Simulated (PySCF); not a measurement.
Molecule: C2HCl2, SMILES Cl/C=[C]/Cl, doublet. Atoms near the plane z = 0.0 Å, at the PBE0/def2-SVP optimised geometry (x, y, z in Å): Cl1 (2.1, -1.0, 0.0), C2 (0.5, -1.0, 0.0), C3 (-0.4, -0.1, 0.0), Cl4 (-2.1, -0.4, 0.0), H5 (-0.2, 1.0, 0.0).

Level of theory: unrestricted PBE0/def2-TZVP run with PySCF. Cells within 0.4 Å of a nucleus heavier than hydrogen are left out (blank, or x). The values are rescaled to run from 0 to 1.

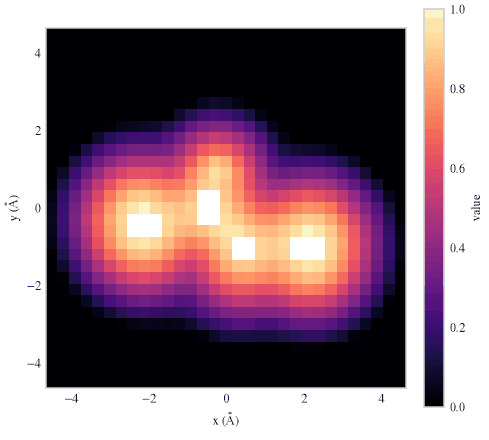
*a field on the plane z = 0.0 Å.*

Q: Which quantity is mapped?
(A) spin density
(B) deformation density (molecule minus spherical neutral atoms)
(C) log10 of the electron density
(D) an orbital amplitude

A: C, log10 of the electron density. In full: log10 of the electron density (e/bohr³), floored at −4.
